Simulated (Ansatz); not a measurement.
## SnSe2 (CdI2 type): scan of one atom of the cell

Starting cell, SnSe$_{2}$ (CdI2 type):

```yaml
crystal:
  lattice:
    - [7.65139, 0.00000, 0.00000]
    - [-1.91285, 3.31315, 0.00000]
    - [0.00000, 0.00000, 6.22880]
  atoms:
    - { symbol: Sn, position: [0.00000, 0.00000, 0.00000] }
    - { symbol: Sn, position: [0.50000, 0.00000, 0.00000] }
    - { symbol: Se, position: [0.16667, 0.66667, 0.25298] }
    - { symbol: Se, position: [0.66667, 0.66667, 0.25298] }
    - { symbol: Se, position: [0.33333, 0.33333, 0.74702] }
    - { symbol: Se, position: [0.83333, 0.33333, 0.74702] }
```

Scan: atom 1 (Sn, nearest neighbour Se at 2.713 Å; its periodic images, 3.8 Å or more away, move with it) is displaced along Cartesian x, direction (1.000, 0.000, 0.000) in Cartesian axes, by s. The other atoms stay.

All values below come from r2SCAN+rVV10 (plane waves to 500 eV, PAW, scalar-relativistic; Ansatz, a program for electronic structure). k mesh 4×8×5 (Γ-centred), Fermi-Dirac smearing 0.05 eV. E stands for the smeared free energy. F∥ is the force on the atom along that direction. SnSe2 was relaxed with its symmetry unable to fall. The PAW data are Ansatz's earlier set. ΔE is measured from the undisplaced structure.

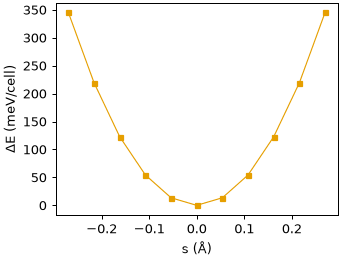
Fig. 1. ΔE (meV/cell) against s (Å); markers are the computed points, lines only join them.

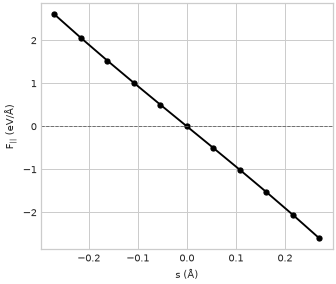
Figure: F∥ (eV/Å) against s (Å); computed points joined by lines.

The force along the line at s = -0.270 Å comes out as 2.60 eV/Å and the energy at s = 0.270 Å is 345 meV/cell. Harmonic estimate at the end of the scan: ½ks² = 339 meV/cell against the computed 345 meV/cell, so the well is close to harmonic there. Symmetry of the curve: even: the same for both signs. Shape of the curve: a single well with its minimum at or next to zero displacement.

With its periodic images moving along, the atom's site symmetry in this cell is 2/m.

(A displaced cell: forces are minus the slopes of the energy, force constants its curvatures, and phonons follow from these.)
